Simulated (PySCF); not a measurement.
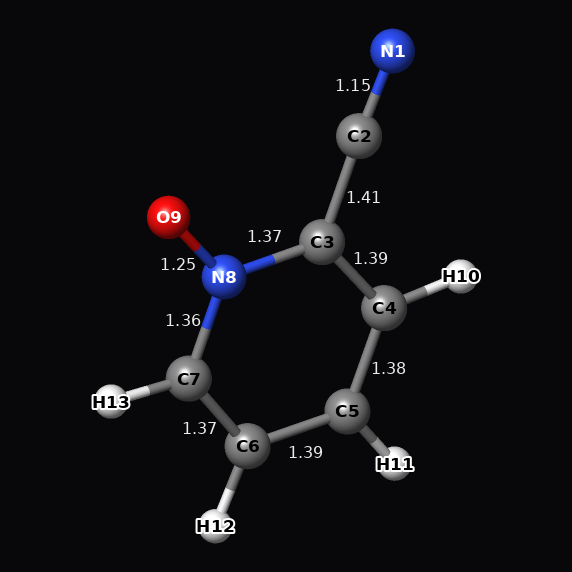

Bond lengths are marked in Å; every bond is drawn as one stick. Computed geometry: GFN2-xTB optimisation. No frequency run is at hand to confirm it as a minimum.

Question: Which of the marked bonds are single, double, triple or aromatic?

Answer: N1–C2 triple; C2–C3 delocalised (between two orders); C3–C4 aromatic; C3–N8 aromatic; C4–C5 aromatic; C5–C6 aromatic; C6–C7 aromatic; C7–N8 aromatic; N8–O9 single. This is one Lewis structure.

Question: Write the SMILES.

Answer: N#Cc1cccc[n+]1[O-]
